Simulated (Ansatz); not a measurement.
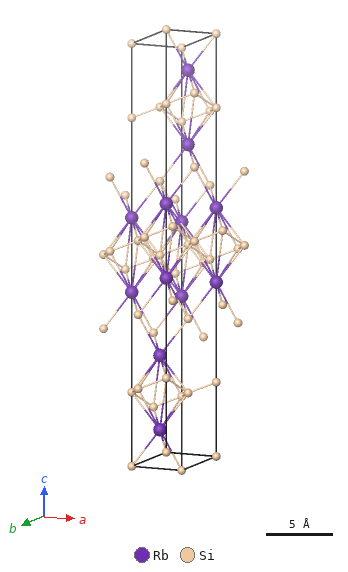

Starting structure of crystalline Rb2Si3 (built on the tetradymite_166 type). A ball-and-stick model of the conventional cell (3 times the calculation's cell), seen from a free direction. Lengths and directions refer to the drawn axes.

Case: tetradymite type (R-3m, No. 166).

These are results of DFT PBE, scalar-relativistic, plane waves, PAW (Ansatz), not measurements.

Input
```yaml
crystal:
  lattice:
    - [1.9623087839, 1.1329395046, 11.6396006754]
    - [-1.9623087839, 1.1329395046, 11.6396006754]
    - [0.0, -2.2658790092, 11.6396006754]
  atoms:
    - { symbol: Rb, position: [0.4119877934, 0.4119877934, 0.4119877934] }
    - { symbol: Rb, position: [0.5880122066, 0.5880122066, 0.5880122066] }
    - { symbol: Si, position: [0.0, 0.0, 0.0] }
    - { symbol: Si, position: [0.1753486566, 0.1753486566, 0.1753486566] }
    - { symbol: Si, position: [0.8246513434, 0.8246513434, 0.8246513434] }
basis:
  ecutwfc: 420
kpoints:
  mp_grid: { grid: [12, 12, 12] }
hamiltonian:
  xc: pbe
scf:
  occupations: { method: gaussian, width: 0.1 }
output:
  forces: true
  stress: true
  eigenvalues: true
relax:
  adjacent_minimum: "off"
  f_tol: 0.01
  max_steps: 80
  cell: { stress_tol: 0.05 }
```

Run as
```bash
ansatz run input.yaml --threads 1 --pin off --max-ram 2560MiB --backend cpu --events-out ev --progress --plain --runs-dir out
```

> Predict the outcome.

The energy falls by 0.3 meV per atom in 2 accepted moves (3 points after the start). Largest force component: 0.032 eV/Å at the start, 0.00087 eV/Å at the end. The pressure goes from 0.04 to 0.00 GPa. At 1 point the geometry stayed and the basis and grid were re-selected for the new cell (energy shift of less than 0.05 meV per atom at most each time). The largest moves relative to the cell, 0.015 Å, are those of Rb1 and Rb2. Rb1 goes along −c. Largest moves by element: Rb 0.015 Å, Si 0.001 Å. Cell: a = b 3.925 → 3.919 Å (−0.1 %), c 34.919 → 35.104 Å (+0.5 %). Volume +0.3 %. Some distances before and after: Rb1–Si4 4.066 → 4.091 Å, Rb1–Si5 3.579 → 3.600 Å. The space group stays R-3m (No. 166).

The structure at the end:

```
CELL_PARAMETERS angstrom
1.95970 1.13144 11.70140
-1.95970 1.13144 11.70140
0.00000 -2.26287 11.70140
ATOMIC_POSITIONS crystal
Rb 0.41157 0.41157 0.41157
Rb 0.58843 0.58843 0.58843
Si 0.00000 0.00000 0.00000
Si 0.17533 0.17533 0.17533
Si 0.82467 0.82467 0.82468
```
